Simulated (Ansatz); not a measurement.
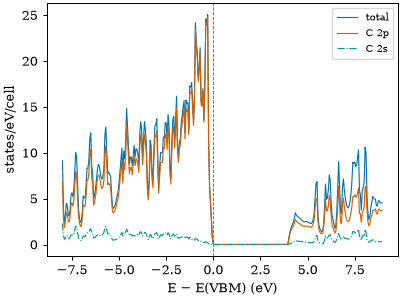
Figure: Total and projected density of states of C in space group Fd-3m (No. 227; C on 8b, C on 32e, C on 96g), plane-wave PAW r²SCAN (Ansatz code)

### Question
Which orbitals carry the states next to the gap?

### Answer
Top 1 eV of the valence band: C 2p 98 %. Bottom 1 eV of the conduction band: C 2p 81 %, C 2s 11 %, outside the projected shells 9 %. Projections are on Löwdin-orthogonalised atomic valence shells; empty p or d shells of many metals are not among them.

### Question
Where is the tallest occupied peak in this window, and what makes it?

### Answer
Near -0.3 eV, about 25 states/eV per cell; the largest projected share is C 2p.

The start of the workflow was typed in or built on a structure type. Its sites differ from those of the usual phase in this space group: another stacking or structure type. Symmetry was held in the r²SCAN relaxation; whether a distortion lowers the energy is not shown.

Potentials: the later of the program's two PAW sets.
